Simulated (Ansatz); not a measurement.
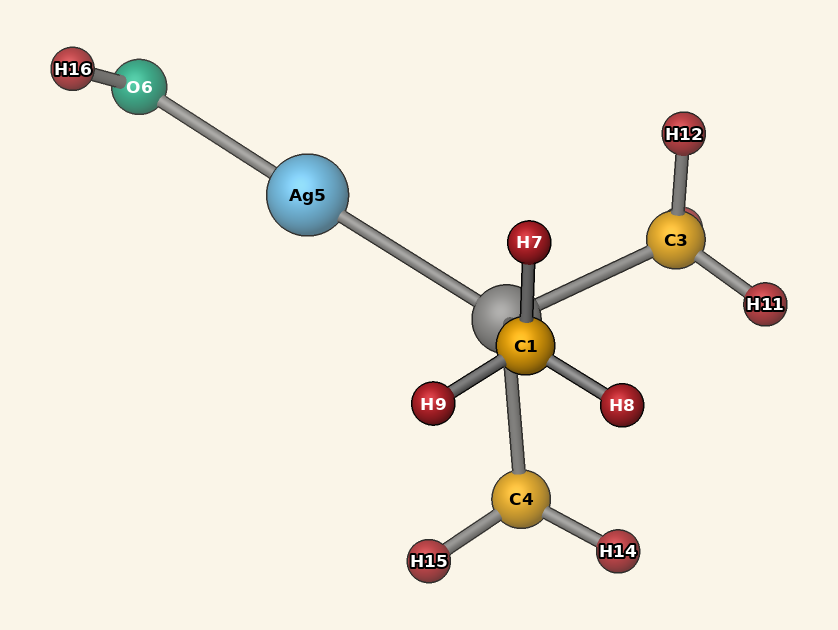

P2 lies behind C1. The molecule seen nearly along the C1–P2 bond, C1 in front. Atoms fade into the background with distance from the viewer. Charge 0, singlet. The geometry was computed by an optimisation with PBE0-D4/def2-TZVP.

Q: What is the torsion angle H7–C1–P2–Ag5? The sign is positive where the front bond must turn clockwise to cover the back bond.

A: −59°, synclinal (gauche). The bonds about C1–P2 are staggered.
